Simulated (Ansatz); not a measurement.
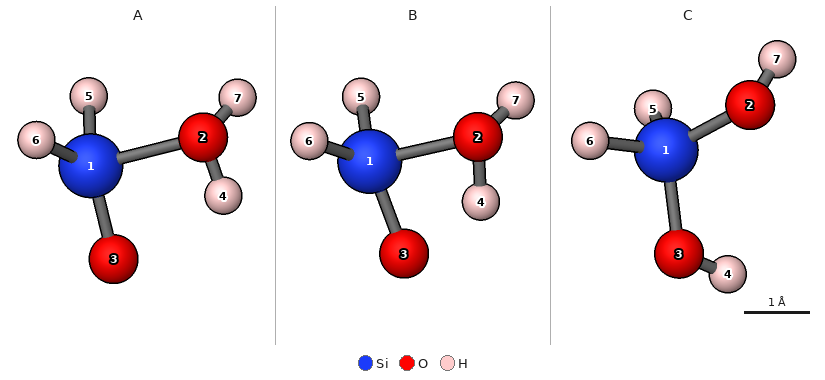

Three geometries of SiH4O2: a saddle point and the two minima that it joins, in shuffled order. A ball-and-stick model, seen face on. Sticks join atoms that are closer than about 1.2 times the sum of their covalent radii (a little more with hydrogen).

Stationary points at PBE0-D4/def2-TZVP, single-point energies with CCSD(T)/CBS (def2-TZVPP where no basis is named; Ansatz 0.2.0). The energies are electronic, without zero-point or thermal terms, and both ends are the minima reached downhill from the saddle, with any fragments still in contact. CCSD(T)/CBS stands for a frozen-core estimate: MP2 correlation extrapolated from def2-TZVPP and def2-QZVPP, CCSD(T) minus MP2 from the smaller set.

Question: Which frame is the transition state, what reaction does it lead through, and what barrier is to be expected?

Answer: Frame B is the saddle point. From C over the saddle to A, a bond forms: O2–H4 (2.98 → 1.07 → 0.98 Å). A bond breaks: O3–H4 (0.96 → 1.58 → 2.17 Å). Bonds that stay but change much: Si1–O2 (1.64 → 1.87 → 1.96 Å). The saddle has one imaginary mode, 551i cm⁻¹. With CCSD(T)/CBS the barrier is 53.2 kcal/mol from C and 2.3 kcal/mol from A, and A lies 50.9 kcal/mol above C.
